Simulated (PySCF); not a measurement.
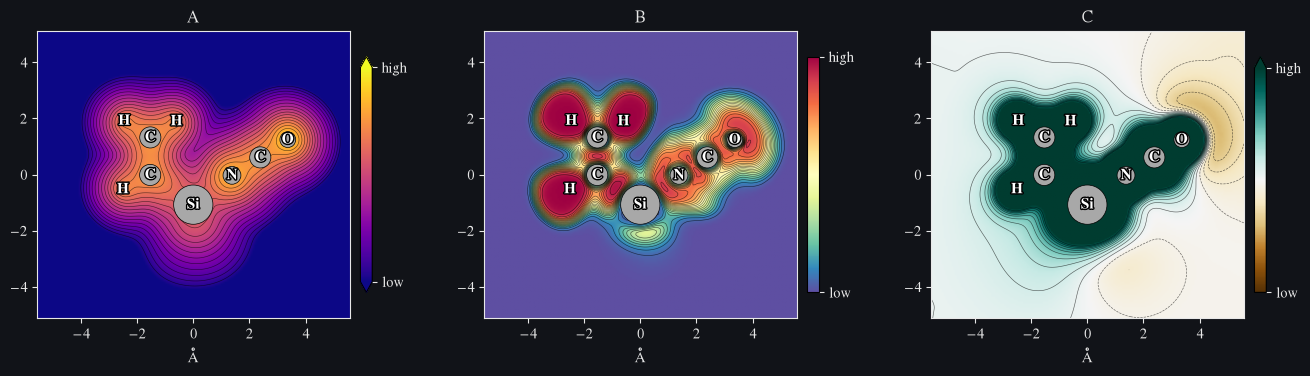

C7H9NOSi (SMILES C=C[Si](C=C)(C=C)N=C=O): 3 fields on the plane of atoms C7, C8 and H10, with unlabelled colour scales. Grey discs cover the atomic cores.

Geometry: PBE0-D3(BJ)/def2-SVP.

Level of theory: PBE0/pcSseg-1, SCF density, gas phase, non-relativistic (PySCF 2.14.0).

```xyz
19

Si    0.1483    0.2547    0.0940
C    -0.1222    0.4376    1.9320
C    -0.8185   -0.4211    2.6836
H     0.3230    1.3135    2.4245
H    -1.2883   -1.3125    2.2532
H    -0.9547   -0.2768    3.7611
C     1.9614    0.0302   -0.2834
C     2.4812   -1.0498   -0.8757
H     2.6427    0.8448   -0.0013
H     1.8531   -1.8936   -1.1824
H     3.5532   -1.1429   -1.0831
C    -0.5234    1.7476   -0.8011
C    -1.4476    1.6973   -1.7655
H    -0.1302    2.7324   -0.5127
H    -1.8819    0.7480   -2.0987
H    -1.8149    2.5994   -2.2670
N    -0.6976   -1.1513   -0.4551
C    -1.3555   -2.1115   -0.7305
O    -1.9911   -3.0526   -1.0075
```

### Which field does each panel show? The fields are: electron density, electron localisation function and electrostatic potential.

Panel A: electron density. Panel B: electron localisation function. Panel C: electrostatic potential (strongly positive close to the atoms, with negative regions outside electron-rich atoms). From the grid: C–O (1.17 Å): ρ is about 3.5 e/Å³ halfway; the ELF peaks at about 0.85 between the atoms: a short, multiple covalent bond. C–N (1.20 Å): ρ is about 3 e/Å³ halfway; the ELF peaks at about 0.85 between the atoms; a short, multiple covalent bond.
